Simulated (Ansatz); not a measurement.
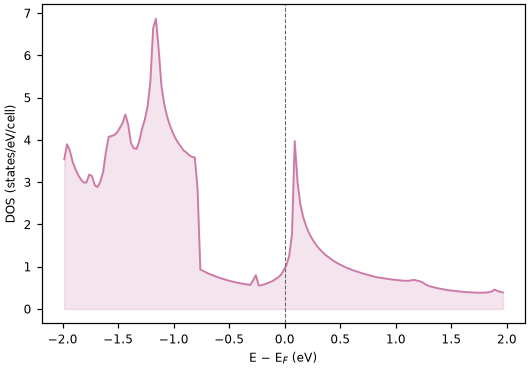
Figure. Density of states of CoGa (Pm-3m) near the Fermi level, PBEsol, rigid bands in Ansatz (a program for electronic structure).

Task: How far does the Fermi level move in a rigid band for 0.1 electron a cell added or removed?

Result: 64 meV and -121 meV.

A metal at this level (no band gap); rigid bands, thermally averaged at 300 K, both spins. Spin-orbit coupling is left out. Geometry: cell and atoms relaxed with PBEsol.

Formula and space group known from diffraction (Crystallography Open Database), not checked to be the room-temperature form: CoGa (Pm-3m). Treated as nonmagnetic (a ferromagnetic start lost its moment, other orders weren't tried): CoGa (Pm-3m).
